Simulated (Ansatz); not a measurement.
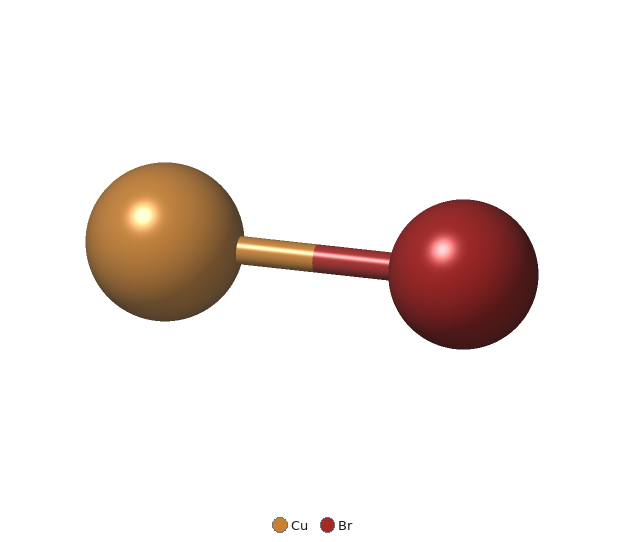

The picture comes from a calculation with Ansatz.

A ball-and-stick model of a molecule.

The species is neutral and a spin singlet.

Give the formula.

CuBr, 2 atoms: 1 copper and 1 bromine.

Count the bonded pairs by element.

1 Br–Cu. Sticks follow a distance rule.

Give the symmetry (Schoenflies symbol).

C∞v.
